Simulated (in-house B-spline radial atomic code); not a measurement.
Ne⁸⁺ (Z = 10, 2 electrons) in the configuration 1s2. Method: non-relativistic B3LYP, spin-polarised, spherical density, exact exchange averaged over the configuration, point nucleus, basis-set limit; computed with an in-house B-spline radial code.

```
Z = 10
electrons = 2.0
configuration = 1s2
hamiltonian = nr
method = b3lyp
spin_polarised = True
exact_exchange = averaged over the configuration
```

Launched within a batch that task.json describes:
```bash
python run_scf.py task.json out
```

Wanted: the number of electrons inside radius r (solid) and the radial density 4πr²ρ (dashed).

The count levels off at 2 electrons. Half of them lie within 0.139 bohr, 90 % within 0.279 bohr and 99 % within 0.444 bohr. The radial density has a single maximum, so no shell boundary shows.

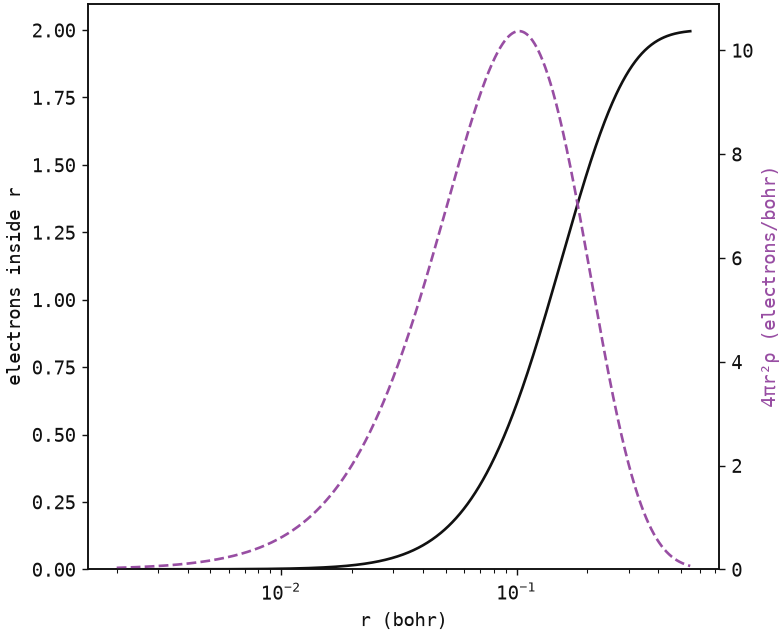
